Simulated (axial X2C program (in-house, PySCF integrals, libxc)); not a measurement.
**Run report: YC⁻, relativistic diatomic calculation**

System: YC⁻, single determinant with Ω = 2.
Method: BLYP, two-component X2C with atomic mean-field Coulomb and Gaunt terms, Y dyall-acv3z, C dyall-av3z (cores contracted) (axial X2C program (in-house, PySCF integrals, libxc)).

**Input file**
```
{"zs": [39, 6], "q": -1, "bas": ["dyall-acv3z", "dyall-av3z"], "levels": ["PBE0", "HF", "BLYP"], "cc": true, "r0": 1.97, "thr": -1.0, "nmax": 90, "npts": 10, "nst": 2, "ntry": 6}
```

The line is the task of a batch: nuclear charges, charge, bases, the levels to run, a first guess of the distance and further settings. This report covers BLYP with spin-orbit coupling. The log is that of the reference distance 2.068 Å.

The run was one of a batch that the task file lists, launched with:
```bash
python <driver script> task.json out
```

**The program's output**
```
two-component X2C + atomic mean field  BLYP
basis functions 228  fitting functions 1079  grid points 5078
iter        total energy     max residual
   1      -3421.829852013     1.38e-01
   2      -3421.836441617     7.21e-03
   3      -3421.837009127     1.51e-02
   4      -3421.837227331     5.55e-03
   5      -3421.837447099     3.22e-03
   6      -3421.837489681     9.18e-04
   7      -3421.837517446     1.09e-03
   8      -3421.837532413     6.06e-04
   9      -3421.837537459     2.12e-04
  10      -3421.837539511     1.08e-04
  11      -3421.837539803     6.54e-05
  12      -3421.837539874     2.19e-05
  13      -3421.837539898     1.05e-05
  14      -3421.837539905     5.82e-06
converged
one-electron -4851.83778806  Coulomb 1487.54399002  exact exchange 0.00000000  xc functional -115.95977508  nuclear repulsion 59.87788557  atomic mean-field constant -1.46185236
```

**The points of the curve**

| R (Å) | E (hartree) | dipole (D; origin at the first atom, positive when the second is positive) | highest filled (eV) | lowest empty (eV) |
| --- | --- | --- | --- | --- |
| 1.944 | −3421.829498 | −1.52 | 0.70 | 0.52 |
| 2.006 | −3421.834999 | −2.11 | 0.66 | 0.67 |
| 2.068 | −3421.837540 | −2.67 | 0.79 | 0.81 |
| 2.140 | −3421.837565 | −3.27 | 0.92 | 0.94 |
| 2.213 | −3421.835172 | −3.83 | 1.04 | 1.05 |

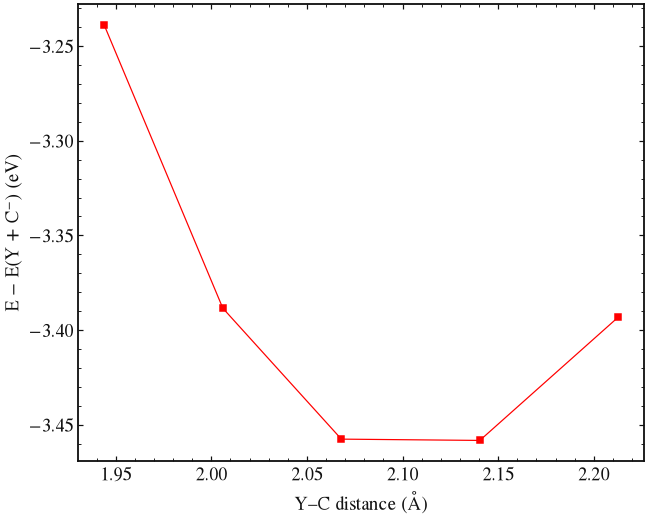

Figure 1. Energy at 5 bond lengths, for one set of occupations held fixed; the line joins the points. A polynomial of degree 3 through 5 points gives rₑ = 2.104 Å, ωₑ = 608.4 cm⁻¹ and Bₑ = 0.3601 cm⁻¹. The minimum lies 3.47 eV below Y + C⁻, each computed as one determinant at the same level.

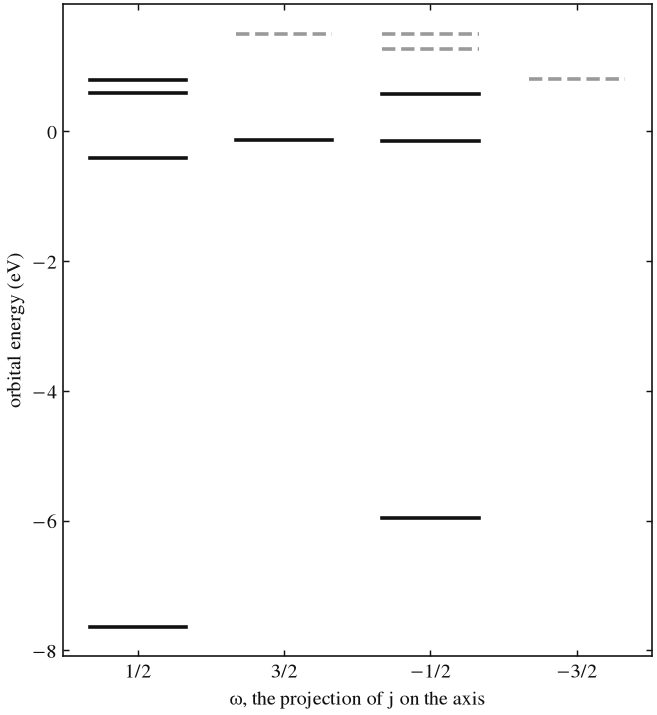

Figure 2. Orbital energies near the frontier at 2.07 Å, filled (solid) and empty (dashed). The highest filled spinor (1/2; 53 % C p, 39 % Y d) lies at 0.79 eV, the lowest empty one (−3/2; 53 % C p, 39 % Y d) at 0.81 eV. A filled level above zero is held only by the finite basis .

**Summary**

- outcome: converged; a filled level lies above zero
- bond length rₑ: 2.104 Å
- ωₑ: 608.4 cm⁻¹
- energy at the minimum: −3421.83790 hartree
- depth below the fragments: 3.47 eV
- hardware: 1 thread of Intel Xeon (Sapphire Rapids), 16 GiB of memory available, shared host
- wall time: 8.6 s
- peak memory: 0.6 GiB

**Notes**

The highest filled level (BLYP, up to 1.04 eV) lies above zero. That is common for anions, where the functional's self-interaction leaves the outer electrons unbound; only the finite basis holds them, so such levels depend on it. To bear in mind: 5 of the 10 points asked for were kept; at some distances an empty level lies below a filled one, since the occupations are held fixed.
